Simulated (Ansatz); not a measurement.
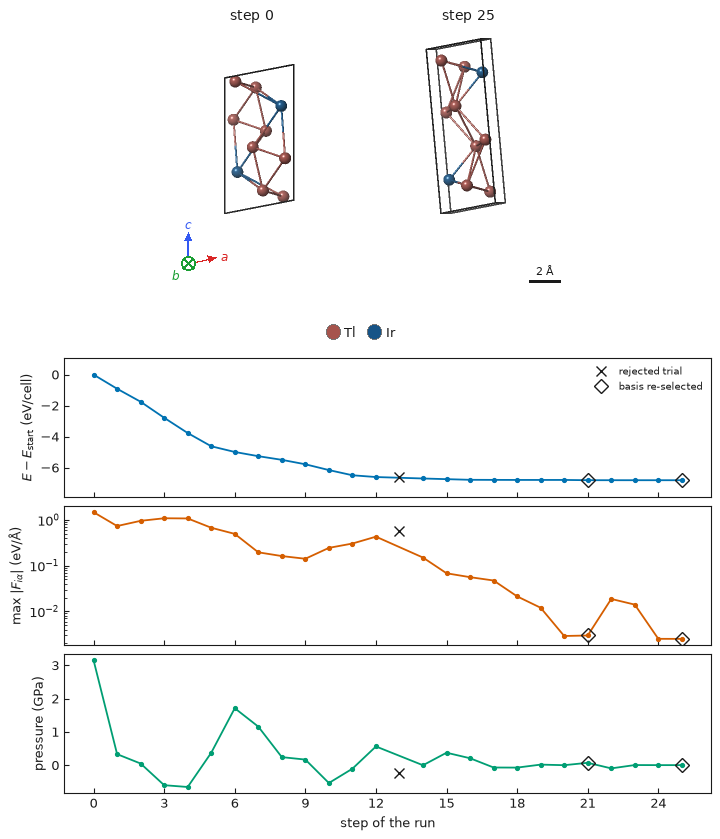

First and last geometry of a relaxation of solid Tl4Ir (a generated structure, set up in C2/m), with the history of the run. A ball-and-stick model of the cell of the calculation, seen along the b axis.

The start is a swapped structure.

All numbers below come from Ansatz 0.2.0, DFT, PAW plane waves, r2SCAN.

The input:
```yaml
crystal:
  lattice:
    - [0.0, 5.00212547, 0.0]
    - [5.79951129, -2.50106273, 0.0]
    - [-1.54465743, 2.50106273, -8.72374084]
  atoms:
    - { symbol: Tl, position: [0.40451, 0.25814, 0.44912] }
    - { symbol: Tl, position: [0.59549, 0.74186, 0.55088] }
    - { symbol: Tl, position: [0.15147, 0.26137, 0.95843] }
    - { symbol: Tl, position: [0.84853, 0.73863, 0.04157] }
    - { symbol: Tl, position: [0.12513, 0.92911, 0.67885] }
    - { symbol: Tl, position: [0.87487, 0.07089, 0.32115] }
    - { symbol: Tl, position: [0.55169, 0.21847, 0.11509] }
    - { symbol: Tl, position: [0.44831, 0.78153, 0.88491] }
    - { symbol: Ir, position: [0.18161, 0.65051, 0.28729] }
    - { symbol: Ir, position: [0.81839, 0.34949, 0.71271] }
  symmetry: { tolerance: 0.0003 }
kpoints:
  mp_grid: { grid: [4, 4, 4], shift: [0, 0, 0] }
magnetization:
  spin_polarized: false
scf:
  occupations: { method: fermi_dirac, width: 0.0837 }
  lower_state_search: "off"
hamiltonian:
  pseudopotentials: { kind: paw }
  xc: r2scan
basis:
  ecutwfc: 500
  fft_grid_basis: typed
relax:
  max_steps: 80
  cell: { p_target: 0.0 }
output:
  forces: true
  stress: true
  eigenvalues: true
  bader: false
  populations: true
  elf: true
  write_potential: true
  volumetric_format: npy
  dos:
    e_range: [-12, 8]
    de: 0.05
    projected: { site_lists: { Ir: [Ir], Tl: [Tl] } }
  write_density: true
checkpoint:
  read: saved_state
```

Command:
```bash
ansatz run input.yaml --threads 2 --pin off --max-ram 2560MiB --backend cpu --events-out ev --progress --plain --runs-dir out
```

**What do the curves and the structures tell?**

It converged. The energy falls by 6.807 eV per cell of the calculation in 22 accepted moves (25 points after the start). The largest force component goes from 1.5 to 0.0025 eV/Å. Pressure: 3.15 GPa at the start and 0.00 GPa at the end. The line search rejected the trial step at point 13 of the run. The SCF was repeated twice at an unchanged geometry on a basis and grid sized afresh for the cell, which shifted the energy by 16.4 meV per cell of the calculation at most. The largest moves relative to the cell, 1.97 Å, are those of Tl1 and Tl2. Tl1 goes along [0 2 3]. By element the largest moves are Tl 1.97 Å, Ir 1.47 Å. The drawn cell changes as follows: a 5.002 → 3.956 Å (−20.9 %), b 6.316 → 6.523 Å (+3.3 %), c 9.206 → 11.069 Å (+20.2 %), α 105.2° → 103.2°, β 74.2° → 79.7°, γ 113.3° → 107.7°; the volume changes by +4.0 %. Some distances before and after: Tl1–Ir9 3.565 → 6.737 Å, Tl1–Tl7 2.928 → 5.290 Å, Tl5–Ir10 3.469 → 5.047 Å, Tl3–Tl4 3.242 → 4.597 Å. Bonds break: Tl1–Tl7 (2.93 → 5.29 Å), Tl2–Tl8 (2.93 → 5.29 Å), Tl3–Tl5 (2.86 → 4.12 Å), Tl4–Tl6 (2.86 → 4.12 Å). Among the angles between lasting bonds that change: Tl3–Ir9–Tl6 63.6° → 130.9°, Tl1–Tl2–Tl5 114.6° → 61.7°, Tl4–Tl8–Tl4 119.7° → 69.3°. The space group stays C2/m (No. 12). The run took 33 min on 2 threads of Arm Neoverse N1, with other jobs on the host, peak memory 1.4 GiB.
